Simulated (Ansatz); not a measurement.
# CH7NSi (built from SMILES C[SiH2]N): search for a transition state

Is there a first-order saddle for this 1,2-elimination, which should form N2–H4 and break Si1–N2, C3–H4, and which two structures does it connect?

Method: PBE0-D4, def2-SVP first, then def2-TZVP; program: Ansatz 0.2.0, Gaussian basis.

91 further runs of the same task are left out: 1 that didn't finish, 90 set aside as unsound or not needed.

## (1) Where the work starts

The guess: 10 atoms, charge 0, spin multiplicity 1.

Atoms are counted from 1 here; the program's logs count them from 0.

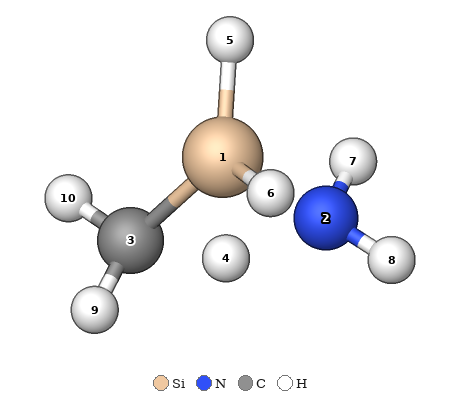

Start geometry, drawn with silicon light orange, nitrogen blue, carbon grey, hydrogen white; atoms are numbered from 1 in the order of the file.

As a file:

```mol
CH7NSi
  3D, bonds by distance, orders not assigned

 10  7  0  0  0  0  0  0  0  0999 V2000
   -0.9628    0.0335    0.3798 Si  0  0
    0.9365    0.9615    0.2117 N   0  0
   -0.0195   -1.1794   -0.6453 C   0  0
    0.9760   -0.2251   -0.4420 H   0  0
   -1.9204    0.9951   -0.1630 H   0  0
   -1.1781   -0.1194    1.8161 H   0  0
    0.9347    1.8102   -0.3428 H   0  0
    1.4213    1.1874    1.0752 H   0  0
    0.1553   -2.1603   -0.2158 H   0  0
   -0.3429   -1.3036   -1.6738 H   0  0
  1  3  8  0
  1  5  8  0
  1  6  8  0
  2  7  8  0
  2  8  8  0
  3  9  8  0
  3 10  8  0
M  END
```

Distances that are to change: N2–H4 1.36 Å, Si1–N2 2.12 Å, C3–H4 1.39 Å.

## (2) Relaxing the guess with the reacting distances held

The input, hold/in.yaml:

```yaml
crystal:
  periodic: [false, false, false]
  atoms:
    - {symbol: Si, position_ang: [-0.962800, 0.033500, 0.379800]}
    - {symbol: N, position_ang: [0.936500, 0.961500, 0.211700]}
    - {symbol: C, position_ang: [-0.019500, -1.179400, -0.645300]}
    - {symbol: H, position_ang: [0.976000, -0.225100, -0.442000]}
    - {symbol: H, position_ang: [-1.920400, 0.995100, -0.163000]}
    - {symbol: H, position_ang: [-1.178100, -0.119400, 1.816100]}
    - {symbol: H, position_ang: [0.934700, 1.810200, -0.342800]}
    - {symbol: H, position_ang: [1.421300, 1.187400, 1.075200]}
    - {symbol: H, position_ang: [0.155300, -2.160300, -0.215800]}
    - {symbol: H, position_ang: [-0.342900, -1.303600, -1.673800]}
basis:
  gaussian: {orbitals: def2-SVP}
hamiltonian: {xc: pbe0, dispersion: d4}
relax: {f_tol: 0.08, max_steps: 120, escape_saddle: false, constraints: [{distance: [1, 3]}, {distance: [0, 1]}, {distance: [2, 3]}]}
```

The run is started by

```bash
$ ansatz run in.yaml --threads 2 --pin off --events-out ev --progress --plain --max-ram 4352MiB
```

The runs that follow: Force constants to start from; Saddle search in the small basis; Saddle search in triple zeta; Vibrations at the point found; Relaxing after a step of 0.30 Å one way along the mode; Relaxing after a step of 0.30 Å the other way along the mode.

What does the calculation give? Wanted: imaginary mode; barrier from the start side; barrier from the end side; energy of the step; pairs that change; zero-point energy at the saddle.

**Answer**, as computed:

```
                       quantity                                        value
                 imaginary mode                                   1223i cm⁻¹
    barrier from the start side                                 262.4 kJ/mol
      barrier from the end side                                  33.1 kJ/mol
             energy of the step                                +229.2 kJ/mol
              pairs that change  N2–H4 formed, Si1–N2 loosened, C3–H4 broken
zero-point energy at the saddle                                     2.023 eV
```

One imaginary mode, 1223i cm⁻¹, makes this a first-order saddle. It joins the planned start and end. A bond meant to break is only loosened at the end: the products stay bound as an adduct. At PBE0-D4/def2-TZVP the electronic barrier is 262.4 kJ/mol, about 106 kT at 298 K, and the step runs 229.2 kJ/mol uphill. With so stiff a mode tunnelling counts: Wigner's rough correction is a factor of 2.5 at 298 K. A step off the saddle overshot and began above it in energy, so the link to its end is likely but not proven. The ends are the nearest minima, not always the lowest complexes.
